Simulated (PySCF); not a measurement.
**C$_{4}$H$_{4}$N$_{2}$···HF···HF···HF (SMILES c1cnccn1.F.F.F): density, localisation and related maps**

```yaml
atoms:
  - { symbol: C, position_ang: [1.1588, -0.5097, 0.3823] }
  - { symbol: C, position_ang: [1.3306, 0.5452, -0.5041] }
  - { symbol: N, position_ang: [0.2885, 1.2149, -0.9726] }
  - { symbol: C, position_ang: [-0.9226, 0.8592, -0.5704] }
  - { symbol: C, position_ang: [-1.0972, -0.1965, 0.3139] }
  - { symbol: N, position_ang: [-0.0541, -0.8724, 0.7737] }
  - { symbol: H, position_ang: [1.9894, -1.0671, 0.7883] }
  - { symbol: H, position_ang: [2.3056, 0.8621, -0.8433] }
  - { symbol: H, position_ang: [-1.7521, 1.4302, -0.9602] }
  - { symbol: H, position_ang: [-2.0718, -0.5027, 0.6633] }
  - { symbol: F, position_ang: [-0.1274, -0.0254, 3.6556] }
  - { symbol: H, position_ang: [-0.2525, -0.9622, 3.6969] }
  - { symbol: F, position_ang: [0.4996, 3.1050, -2.7003] }
  - { symbol: H, position_ang: [0.4411, 2.4090, -2.0353] }
  - { symbol: F, position_ang: [-0.3729, -2.3709, 2.7321] }
  - { symbol: H, position_ang: [-0.2466, -1.8630, 1.8880] }
```

Geometry: GFN2-xTB.

Computed with PySCF, PBE0-D3(BJ)/def2-SVPD, SCF density, gas phase.

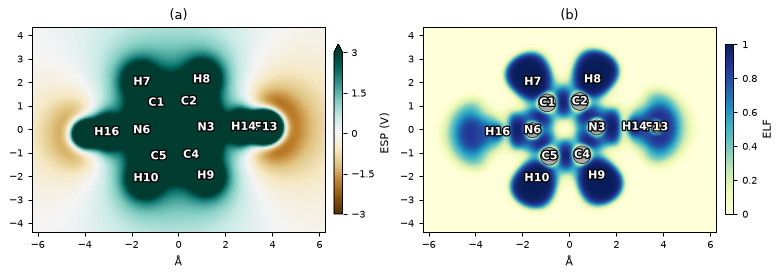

Figure 1. (a) electrostatic potential; (b) electron localisation function on the plane of atoms C4, C5 and N6. Grey discs cover the atomic cores in the ELF map.

Question: Read the bonding off the picture.

Answer: The section cuts through C, N, H and F sites.
N6···H16 (1.50 Å): the ELF peaks at about 0.95 between the atoms (by its geometry a hydrogen bond between the two molecules, with no shared pair).
C–N (1.32 Å): the ELF peaks at about 0.90 between the atoms (a covalent bond).
C–C (1.39 Å): the ELF peaks at about 0.95 between the atoms, as expected for localised, covalent bonding.
F–H (0.96 Å): the ELF climbs to about 0.95 towards the hydrogen, as it does in any bond to H (a covalent bond by its length).
C–H (1.08 Å): the ELF climbs to about 1 towards the hydrogen; an ordinary covalent bond to hydrogen.
The ELF also peaks beside F13 and F15, away from the bonds: lone-pair regions.
Outside the dense part of the complex the potential is most negative (−1.9 V) near F13.

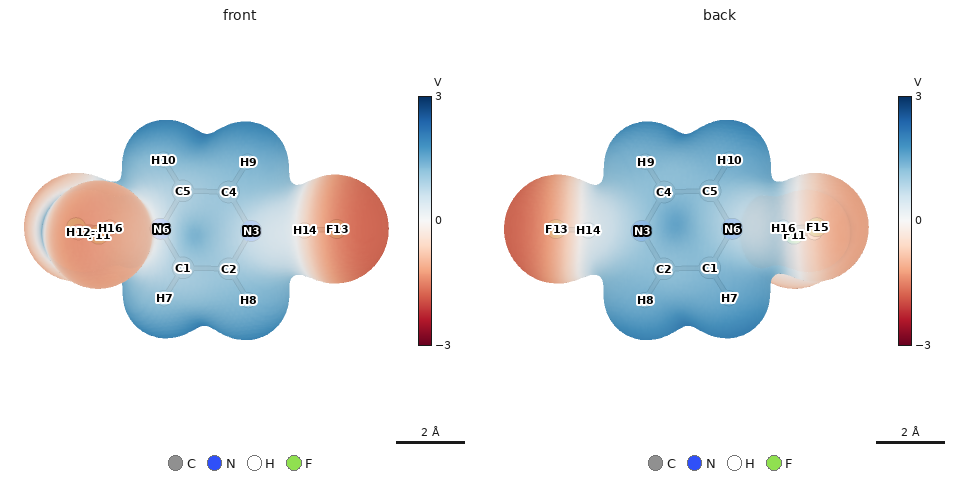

Figure 2. The electrostatic potential painted on the density surface at 0.002 e/bohr³, seen from the front and from behind; the colour scale runs from red (negative) to blue (positive).

Question: Which sites attract a positive test charge, and which a negative one?

Answer: A positive charge is drawn to the negative regions and a negative charge to the positive ones. The most negative region (about −1.7 V) lies over F13, the most positive (about +2.0 V) over the C and H atoms.

Question: What dipole moment does the calculation give?

Answer: Its dipole moment is 2.60 D.
